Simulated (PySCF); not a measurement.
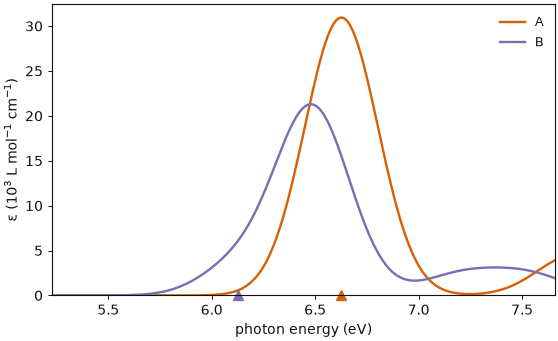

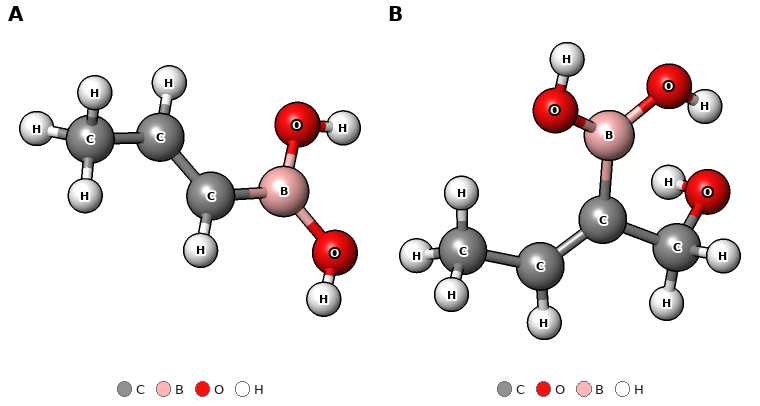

Related molecules: A is C₃H₇BO₂, SMILES C/C=C/B(O)O; B is C₄H₉BO₃, SMILES C/C=C(/CO)B(O)O. Vertical TDDFT absorption, PBE0/def2-SVPD with PySCF 2.14.0, at a GFN2-xTB geometry (no frequency check); Gaussians of 1/e half-width 0.25 eV, triangles mark S1, and the range ends where the computed states of one molecule run out.

### How does the lowest singlet move?

A: 6.63 eV (f = 0.471, mainly HOMO → LUMO (96 %)) (S2 lies within 0.06 eV, too close to order); B: 6.13 eV (f = 0.052, mainly HOMO−1 → LUMO (67 %)). From A to B it shifts 0.50 eV to the red; the leading orbital pair differs.

### And the brightest state of each within the range drawn?

A: S1 at 6.63 eV, f = 0.47; B: S2 at 6.48 eV, f = 0.30.

Limits of at least one run: core orbitals are frozen in the response; one conformer of a flexible molecule; states above the negative HOMO energy depend on the basis; the tight-binding geometry is rougher than a DFT one and adds to the error.
